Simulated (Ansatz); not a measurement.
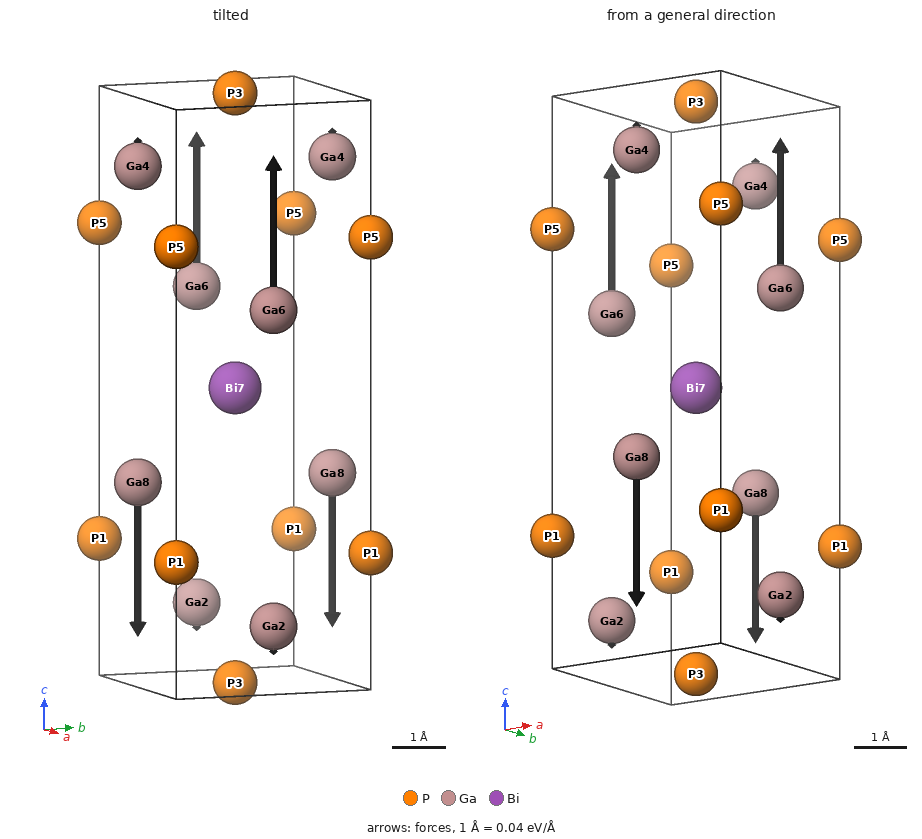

The structure above is drawn in spheres-only style and viewed slightly off an axis and from a general direction. Thin lines show the simulation cell, with boundary atoms drawn in all their periodic places. The arrows are the computed forces on the atoms.

System: Ga₄BiP₃. Method: Ansatz 0.2.0, DFT, PBE, plane waves, PAW; plane waves up to 420 eV, a 6×6×2 k-point grid, Fermi-Dirac smearing of 0.02 eV, no spin polarisation.

Would an optimiser stop at this geometry?

No. The atoms still feel forces of up to about 0.1 eV/Å, above a usual threshold of 0.01 to 0.03 eV/Å.

Which atom feels the largest force?

Ga6 and Ga8, about 0.1 eV/Å.

It derives from a structure type filled with these elements by a generator (whether the compound takes this form wasn't checked). Earlier steps of the study, as a rule a relaxation of our own, may have changed the cell and positions, so they can lie some per cent off the listed ones. It was run through Ansatz as a DFT input.
